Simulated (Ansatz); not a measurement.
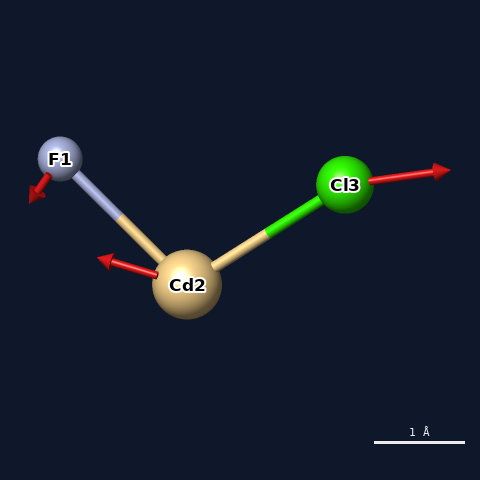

Arrows show the forces on the atoms, 0.5 Å of arrow for 1 eV/Å; forces under a tenth of the largest aren't drawn. Level of theory: B97M-V/def2-TZVPP (Ansatz 0.2.0).

On which atom is the force largest, and how large is it?

Answer. On Cl3: 1.91 eV/Å.

Along which bond is the force strongest?

Answer. Cd2–Cl3, now 2.215 Å: the forces push its atoms apart, so a first step downhill lengthens it.

List the force components in the frame of the picture (x right, y up, z towards the viewer), in eV/Å.

```
atom     Fx     Fy     Fz
  F1  −0.46  −0.66  −0.29
 Cd2  −1.36   0.41  −0.25
 Cl3   1.82   0.25   0.54
```
